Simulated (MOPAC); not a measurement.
CO: frequency calculation

System: CO, SMILES [C-]#[O+].
Method: PM6-ORG, closed shell, dispersion built in (MOPAC 23.2.5).

The geometry was optimised with PM6-ORG.

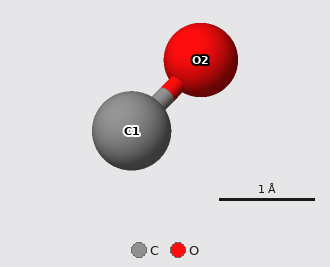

Fig. 1: The structure (ball-and-stick view, seen at an oblique angle; atoms are numbered from 1 in the order of the input). Bond lengths as drawn: C–O 1.14 Å.

### Input file (co.mop)
```
PM6-ORG FORCE THERMO(298,398,100) THREADS=1 AUX(PRECISION=6)
PM6-ORG frequencies
[C-]#[O+]
C      0.497255 +1    -0.146937 +1     0.241024 +1
O     -0.476713 +1     0.174337 +1    -0.245479 +1
```

Hardware: 1 thread of AMD EPYC (Zen 5), 128 GiB of memory available, shared host.

Launched with:
```bash
mopac co.mop
```

### The program's output
```
MOPAC v23.2.5
PM6-ORG CALCULATION RESULTS

 *  PM6-ORG    - The PM6-ORG Hamiltonian to be used
 *  FORCE      - FORCE CALCULATION SPECIFIED
 *  THREADS=1  - MULTI-THREADING NOT USED
 *  AUX        - OUTPUT AUXILIARY INFORMATION
 *  THERMO     - THERMODYNAMIC QUANTITIES TO BE CALCULATED
PM6-ORG FORCE THERMO(298,398,100) THREADS=1 AUX(PRECISION=6)
 PM6-ORG frequencies
 [C-]#[O+]
   ATOM   CHEMICAL          X               Y               Z
  NUMBER   SYMBOL      (ANGSTROMS)     (ANGSTROMS)     (ANGSTROMS)

     1       C          0.49725500  *  -0.14693700  *   0.24102400  *
     2       O         -0.47671300  *   0.17433700  *  -0.24547900  *

          CARTESIAN COORDINATES

    NO.       ATOM           X           Y           Z

     1         C          0.4973     -0.1469      0.2410
     2         O         -0.4767      0.1743     -0.2455

           Empirical Formula: C O  =     2 atoms

      MOLECULAR POINT GROUP   :   C*v

      RHF CALCULATION, NO. OF DOUBLY OCCUPIED LEVELS = 5

          HEAT OF FORMATION =     -17.526320 KCALS/MOLE

          CARTESIAN COORDINATE DERIVATIVES

   NUMBER  ATOM         X            Y            Z

     1       C      0.008284     0.000000     0.000000
     2       O     -0.008284     0.000000     0.000000

 DIPOLE           X         Y         Z       TOTAL
 POINT-CHG.    -2.701     0.000     0.000     2.701
 HYBRID         1.756    -0.000     0.000     1.756
 SUM           -0.945    -0.000     0.000     0.945

          GRADIENT NORM =   0.01172

          MOLECULAR WEIGHT =   28.01

          ROTATIONAL CONSTANTS IN CM(-1)

          A =    0.00000000   B =    1.90696705   C =    1.90696705

           PRINCIPAL MOMENTS OF INERTIA IN UNITS OF 10**(-40)*GRAM-CM**2

          A =        0.0000   B =       14.6792   C =       14.6792

          ORIENTATION OF MOLECULE IN FORCE CALCULATION

    NO.       ATOM         X         Y         Z

     1          C      -0.6484    0.0000    0.0000
     2          O       0.4867    0.0000    0.0000

    FIRST DERIVATIVES WILL BE USED IN THE CALCULATION OF SECOND DERIVATIVES

          ESTIMATED TIME TO COMPLETE CALCULATION =        0.09 SECONDS

    FOR POINT-GROUP C*v  THERE ARE  84 UNIQUE SYMMETRY FUNCTIONS.

 STEP:   1 TIME =     0.01 SECS, INTEGRAL =      0.01 TIME LEFT: 172799.98
 STEP:   2 TIME =     0.00 SECS, INTEGRAL =      0.01 TIME LEFT: 172799.98
 STEP:   3 TIME =     0.00 SECS, INTEGRAL =      0.01 TIME LEFT: 172799.98
 STEP:   4 TIME =     0.00 SECS, INTEGRAL =      0.01 TIME LEFT: 172799.98
 STEP:   5 TIME =     0.00 SECS, INTEGRAL =      0.01 TIME LEFT: 172799.98
 STEP:   6 TIME =     0.01 SECS, INTEGRAL =      0.02 TIME LEFT: 172799.98

(To convert to Hartree/Bohr^2, multiply by (10^(-21) x N x a0^2)/(4.184 x 627.51) =  0.0642)

           FORCE MATRIX IN MILLIDYNES/ANGSTROM

                  C  1       O  2
 ------------------------------
     C    1  17.178598
     O    2  17.178019  17.177440

          HEAT OF FORMATION =     -17.526320 KCALS/MOLE

          ZERO POINT ENERGY       2.947 KCAL/MOL

           NORMAL COORDINATE ANALYSIS (Total motion = 1 Angstrom)

   Root No.       1

                 1 Sig

                2061.5

           1    0.5712
           2   -0.0000
           3   -0.0000
           4   -0.4288
           5    0.0000
           6    0.0000

           MASS-WEIGHTED COORDINATE ANALYSIS (NORMAL COORDINATES)

   Root No.       1

                 1 Sig

                2061.5

           1    0.7558
           2   -0.0000
           3   -0.0000
           4   -0.6548
           5    0.0000
           6    0.0000

          DESCRIPTION OF VIBRATIONS

 VIBRATION          1    1Sig        ATOM PAIR     ENERGY CONTRIBUTION    RADIAL
 FREQUENCY          2061.48         C 1 -- O 2        +100.0% (100.0%)    100.0%
 TRANSITION DIPOLE   4.9988
 TRAVEL (Ang.)       0.0690
 REDUCED MASS        6.8606
 EFFECTIVE MASS     13.6513
 FORCE CONSTANT     17.1780

      SYMMETRY NUMBER FOR POINT-GROUP C*v =  1

          SYSTEM IS A GROUND STATE

 [C-]#[O+]
 PM6-ORG frequencies

          MOLECULE IS LINEAR

          THERE ARE  1 GENUINE VIBRATIONS IN THIS SYSTEM
          THIS THERMODYNAMICS CALCULATION IS LIMITED TO
          MOLECULES WHICH HAVE NO INTERNAL ROTATIONS

                    CALCULATED THERMODYNAMIC PROPERTIES
                                          *
   TEMP. (K)   PARTITION FUNCTION   H.O.F.    ENTHALPY  HEAT CAPACITY ENTROPY
                                   KCAL/MOL   CAL/MOLE    CAL/K/MOL  CAL/K/MOL

 298.00  VIB.     0.1000D+01                     0.2805     0.0094     0.0010
         ROT.     0.1086D+03                   592.1869     1.9872    11.3028
         INT.     0.1086D+03                   592.4673     1.9966    11.3038
         TRA.     0.1433D+27                  1480.4672     4.9680    35.9224
         TOT.                      -17.526    2072.9345     6.9646    47.2262

 298.00  VIB.     0.1000D+01                     0.2805     0.0094     0.0010
         ROT.     0.1086D+03                   592.1869     1.9872    11.3028
         INT.     0.1086D+03                   592.4673     1.9966    11.3038
         TRA.     0.1433D+27                  1480.4672     4.9680    35.9224
         TOT.                      -17.526    2072.9345     6.9646    47.2262

 398.00  VIB.     0.1001D+01                     3.4212     0.0641     0.0097
         ROT.     0.1451D+03                   790.9073     1.9872    11.8778
         INT.     0.1451D+03                   794.3285     2.0513    11.8876
         TRA.     0.2212D+27                  1977.2682     4.9680    37.3599
         TOT.                      -16.828    2771.5967     7.0193    49.2475

   *: NOTE: HEATS OF FORMATION ARE RELATIVE TO THE
            ELEMENTS IN THEIR STANDARD STATE AT 298K
              (=  Standard Enthalpy of Formation).

            Hvib:  Zero-point energy is not included.
                   frequencies of less than zero cm-1 are not included.
            Hrot = (3/2)RT
            Htra = (3/2)RT + pV = (5/2)RT

            Heat capacity is Cp, not Cv

           FORCE CONSTANT IN CARTESIAN COORDINATES (Millidynes/A)

    ATOM   CHEMICAL       X               Y               Z
   NUMBER   SYMBOL  FORCE CONSTANT  FORCE CONSTANT  FORCE CONSTANT

      1       C       17.178017        0.005539        0.005539
      2       O       17.178017        0.005539        0.005539

 *                    *
 * JOB ENDED NORMALLY *
 *                    *

 TOTAL JOB TIME:             0.02 SECONDS

 == MOPAC DONE ==
```

### Summary

| quantity | value |
| --- | --- |
| outcome | converged |
| heat of formation | −17.53 kcal/mol |
| basis functions | 8 |
| zero-point energy | 0.004696 hartree |
| wavenumbers, lowest and highest | 2061 cm⁻¹ |
| peak memory | 0.071 GiB |

### Notes

MOPAC's energies along a path are heats of formation.
